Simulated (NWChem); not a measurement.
**C2H4BrCl (1-bromo-1-chloroethane) at 5 levels**

Aim: a comparison of 5 runs (B3LYP/cc-pVDZ, BHLYP/cc-pVDZ, CAM-B3LYP/cc-pVDZ, M06-2X/cc-pVDZ, PBE0/cc-pVDZ) of C2H4BrCl (1-bromo-1-chloroethane). 

Program for the calculation: NWChem 7.3.0.

## Step 1: The structure to begin with

C2H4BrCl: 8 atoms, total charge 0, spin state singlet. SMILES: `CC(Cl)Br`. The C1–C2 distance was set to 3.306 Å, away from the relaxed value. At this shape a bond of the SMILES string is far longer than usual.

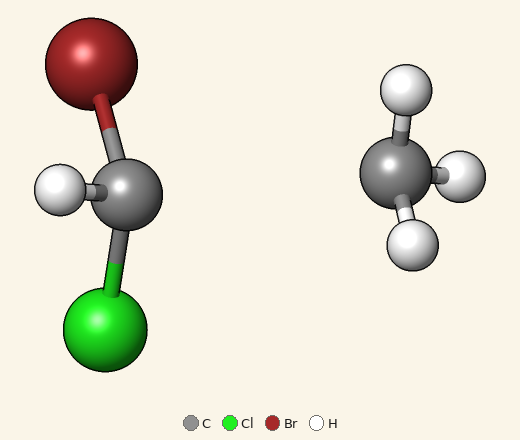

Viewed from a chosen angle; carbon grey, chlorine green, bromine red, hydrogen white.

## Step 2: The energy at B3LYP/cc-pVDZ (run 1)

File run.py:

```python
from ase import Atoms
from ase.calculators.nwchem import NWChem

mol = Atoms(['C', 'C', 'Cl', 'Br', 'H', 'H', 'H', 'H'], positions=[
    [0.473583, 2.585759, -0.089161],
    [-0.091600, -0.665200, 0.116100],
    [1.308100, -1.595600, -0.439400],
    [-1.682700, -1.150500, -0.897800],
    [0.660683, 2.878959, -1.122161],
    [-0.391217, 3.136359, 0.284639],
    [1.347783, 2.840559, 0.514039],
    [-0.299600, -0.994300, 1.130100],
])

calc = NWChem(
    label='c2h4brcl',
    theory='dft',
    memory='2200 mb',
    basis='cc-pVDZ',
    basispar='spherical bse',
    dft={'xc': 'b3lyp', 'mult': '1', 'grid': 'fine', 'convergence': 'energy 1e-08', 'iterations': '100', 'mulliken': None},
    task='energy',
)
mol.calc = calc

e = mol.get_potential_energy()
print(f"E = {e:.6f} eV")
print("dipole (e A):", mol.get_dipole_moment().round(4))
```

Command:

```sh
$ export ASE_NWCHEM_COMMAND="nwchem PREFIX.nwi > PREFIX.nwo"
$ python run.py
```

The log of the run:

```text
E = -84703.847944 eV
dipole (e A): [0.0122 0.249  0.1755]
```

The calculator wrote c2h4brcl.nwi:

```
title "c2h4brcl"

permanent_dir c2h4brcl

scratch_dir c2h4brcl

start c2h4brcl

geometry units angstrom nocenter noautosym noautoz
  C  4.7358299999999998e-01 2.5857589999999999e+00 -8.9161000000000004e-02
  C  -9.1600000000000001e-02 -6.6520000000000001e-01 1.1609999999999999e-01
  Cl 1.3081000000000000e+00 -1.5955999999999999e+00 -4.3940000000000001e-01
  Br -1.6827000000000001e+00 -1.1505000000000001e+00 -8.9780000000000004e-01
  H  6.6068300000000002e-01 2.8789590000000000e+00 -1.1221610000000000e+00
  H  -3.9121699999999998e-01 3.1363590000000001e+00 2.8463899999999998e-01
  H  1.3477830000000000e+00 2.8405589999999998e+00 5.1403900000000002e-01
  H  -2.9959999999999998e-01 -9.9429999999999996e-01 1.1301000000000001e+00
end

memory 2200 mb

basis spherical bse noprint
   * library cc-pVDZ
end

dft
  xc b3lyp
  mult 1
  grid fine
  convergence energy 1e-08
  iterations 100
  mulliken
end

task dft energy
```

c2h4brcl.nwo:

```text
Northwest Computational Chemistry Package (NWChem) 7.3.0
             --------------------------------------------------------

           Job information
           ---------------

    nwchem branch   = 7.3.0
    use scalapack   = T
    input           = c2h4brcl.nwi
    prefix          = c2h4brcl.
    data base       = c2h4brcl/c2h4brcl.db
    status          = startup
    nproc           =        1

           Memory information
           ------------------

    heap     =     72089596 doubles =      550.0 Mbytes
    stack    =     72089601 doubles =      550.0 Mbytes
    global   =    144179200 doubles =     1100.0 Mbytes (distinct from heap & stack)
    total    =    288358397 doubles =     2200.0 Mbytes
    verify   = yes
    hardfail = no

[... 100 lines left out ...]
  convergence criterion.
[... 18 lines left out ...]
          Convergence on density requested:  1.00D-05
[... 26 lines left out ...]
          Convergence Information
[... 58 lines left out ...]
   convergence    iter        energy       DeltaE   RMS-Dens  Diis-err    time
[... 15 lines left out ...]
           Coulomb energy =     1617.623635567750
[... 7 lines left out ...]
                       DFT Final Molecular Orbital Analysis
[... 681 lines left out ...]
 center of mass
 --------------
 x =  -1.09510662 y =  -1.54400564 z =  -1.13685245

 moments of inertia (a.u.)
 ------------------
         839.008715978298        -122.569148697663        -177.379010829566
        -122.569148697663         950.028750086674        -111.078137057314
        -177.379010829566        -111.078137057314        1627.589839204841

     Multipole analysis of the density
     ---------------------------------

     L   x y z        total         alpha         beta         nuclear
     -   - - -        -----         -----         ----         -------
     0   0 0 0     -0.000000    -34.000000    -34.000000     68.000000

     1   1 0 0      0.023113     31.236683     31.236683    -62.450253
[... 8 lines of this table left out ...]
     2   0 0 2    -32.252476    -77.734239    -77.734239    123.216002

 Task  times  cpu:       80.3s     wall:       80.3s
 Total times  cpu:       80.4s     wall:       80.4s
```

Run time: 81 s. Hardware: 1 thread of AMD EPYC 9R45 (Zen 5), shared host; peak memory 0.12 GiB.

## Step 3: A single-point energy at BHLYP/cc-pVDZ (run 2)

File geom.nw:

```
start geom
title "C2H4BrCl"
memory 2200 mb
geometry units angstroms noautosym nocenter noautoz
  C        0.473583       2.585759      -0.089161
  C       -0.091600      -0.665200       0.116100
  Cl       1.308100      -1.595600      -0.439400
  Br      -1.682700      -1.150500      -0.897800
  H        0.660683       2.878959      -1.122161
  H       -0.391217       3.136359       0.284639
  H        1.347783       2.840559       0.514039
  H       -0.299600      -0.994300       1.130100
end
basis spherical bse
  * library cc-pVDZ
end
dft
  xc bhlyp
  mult 1
  grid fine
  convergence energy 1e-08
  maxiter 100
  mulliken
  noprint "final vectors analysis"
end
task dft energy
```

Command:

```sh
$ nwchem geom.nw > geom.out
```

The log of the run:

```text
[...]
          Wavefunction type:  closed shell.
          No. of atoms     :     8
          No. of electrons :    68
[...]
          Charge           :     0
          Spin multiplicity:     1
[...]
          AO basis - number of functions:    93
[...]
              XC Information
              --------------
                        BHLYP Method XC Functional
                     Hartree-Fock (Exact) Exchange  0.500
                        Slater Exchange Functional  0.500 local
                    Becke 1988 Exchange Functional  0.500 non-local
              Lee-Yang-Parr Correlation Functional  1.000
[...]
 d= 0,ls=0.0,diis     1  -3112.4441904492 -3.39D+03  2.22D-02  1.15D+00     9.2
[...]
 d= 0,ls=0.0,diis    12  -3112.6740094890 -1.47D-09  1.87D-07  1.69D-10    66.8
         Total DFT energy =    -3112.674009488964
      One electron energy =    -4878.171694560701
           Coulomb energy =     1618.051412674362
    Exchange-Corr. energy =     -131.616019166038
 Nuclear repulsion energy =      279.062291563413
[...]
      Total Density - Mulliken Population Analysis
     ---------------------------------------------
    Atom       Charge   Shell Charges
 -----------   ------   -------------------------------------------------------
    1 C    6     6.13   2.01  0.68  0.54  1.88  1.00  0.03
    2 C    6     6.18   2.01  0.73  0.66  1.76  0.95  0.08
    3 Cl  17    17.04   2.00  2.02  0.97  0.94  6.00  3.05  2.01  0.04
    4 Br  35    35.02   2.00  2.00  2.02  1.07  0.86  6.00  6.00  2.66  2.36  9.96  0.09
    5 H    1     0.92   0.73  0.16  0.03
    6 H    1     0.92   0.73  0.16  0.03
    7 H    1     0.92   0.73  0.17  0.03
    8 H    1     0.87   0.73  0.11  0.03
[...]
```

It took 68 s on 1 thread of AMD EPYC 9R45 (Zen 5), shared host; peak memory 0.12 GiB.

Runs 3 to 4 aren't shown in full; the table further down has their settings and results.

## Step 4: The energy at PBE0/cc-pVDZ (run 5)

File mymol.nw:

```
start mymol
memory stack 880 mb heap 220 mb global 1100 mb
charge 0
geometry units bohr noautosym nocenter noautoz
   C      0.89494217     4.88637633    -0.16848987
   C     -0.17309891    -1.25704582     0.21939720
   Cl     2.47195074    -3.01524700    -0.83034566
   Br    -3.17984215    -2.17412991    -1.69659611
   H      1.24850993     5.44044403    -2.12057696
   H     -0.73929299     5.92685954     0.53788975
   H      2.54694075     5.36787855     0.97139293
   H     -0.56616195    -1.87895469     2.13557949
end
basis spherical bse
   * library cc-pVDZ
end
dft
   xc pbe0
   grid fine
   convergence energy 1e-08
   maxiter 100
   mulliken
   print medium
end
task dft energy
```

Command:

```sh
$ nwchem mymol.nw > mymol.out
```

The log of the run:

```text
[...]
          Wavefunction type:  closed shell.
          No. of atoms     :     8
          No. of electrons :    68
[...]
          Charge           :     0
          Spin multiplicity:     1
[...]
          AO basis - number of functions:    93
[...]
              XC Information
              --------------
                         PBE0 Method XC Functional
                     Hartree-Fock (Exact) Exchange  0.250
          PerdewBurkeErnzerhof Exchange Functional  0.750
            Perdew 1991 LDA Correlation Functional  1.000 local
           PerdewBurkeErnz. Correlation Functional  1.000 non-local
[...]
 d= 0,ls=0.0,diis     1  -3111.9691601192 -3.39D+03  2.45D-02  1.29D+00     8.4
[...]
 d= 0,ls=0.0,diis    13  -3112.2090927643 -6.41D-09  1.82D-07  1.78D-10    70.2
         Total DFT energy =    -3112.209092764321
      One electron energy =    -4877.786072078967
           Coulomb energy =     1617.636248572677
    Exchange-Corr. energy =     -131.121540940776
 Nuclear repulsion energy =      279.062271682744
[...]
      Total Density - Mulliken Population Analysis
     ---------------------------------------------
    Atom       Charge   Shell Charges
 -----------   ------   -------------------------------------------------------
    1 C    6     6.18   2.01  0.68  0.57  1.90  1.00  0.02
    2 C    6     6.20   2.01  0.72  0.68  1.77  0.94  0.08
    3 Cl  17    17.01   2.00  2.02  0.97  0.94  6.00  3.05  1.98  0.04
    4 Br  35    35.00   2.00  2.00  2.02  1.08  0.86  6.00  6.01  2.66  2.33  9.95  0.09
    5 H    1     0.92   0.73  0.16  0.03
    6 H    1     0.92   0.73  0.16  0.03
    7 H    1     0.92   0.73  0.16  0.03
    8 H    1     0.85   0.73  0.10  0.03
[...]
```

Run time: 71 s. Hardware: 1 thread of AMD EPYC 9R45 (Zen 5), shared host; peak memory 0.12 GiB.

## Step 5: The series

```
run              level   energy (Eh)  dipole moment (D)  HOMO energy (eV)  LUMO energy (eV)  wall time
  1      B3LYP/cc-pVDZ  -3112.809023               1.46             -6.08             -4.13       81 s
  2      BHLYP/cc-pVDZ  -3112.674009               2.25                 –                 –       68 s
  3  CAM-B3LYP/cc-pVDZ  -3112.829311               1.84             -7.27             -3.13       88 s
  4     M06-2X/cc-pVDZ  -3112.726874               1.89                 –                 –       68 s
  5       PBE0/cc-pVDZ  -3112.209093               1.64             -6.28             -4.04       71 s
```

## Step 6: Results

| quantity | value |
| --- | --- |
| run 5: total energy | -3112.20909 Eh |
| run 5: dipole moment | 1.64 D |
| run 5: HOMO energy | -6.28 eV |
| run 5: LUMO energy | -4.04 eV |
| run 5: HOMO–LUMO gap | 2.24 eV |

**Reading.** The dipole moment (its size) runs from 1.46 D (B3LYP/cc-pVDZ) to 2.25 D (BHLYP/cc-pVDZ). Over runs 1, 3, 5 the HOMO–LUMO gap runs from 1.96 eV (B3LYP/cc-pVDZ) to 4.14 eV (CAM-B3LYP/cc-pVDZ). Totals of different functionals can't be ranked against each other. In runs 1, 2, 3, 4, 5 a closed-shell determinant meets a far-stretched bond, which it describes badly. All runs together took 6.3 min, the longest 88 s.
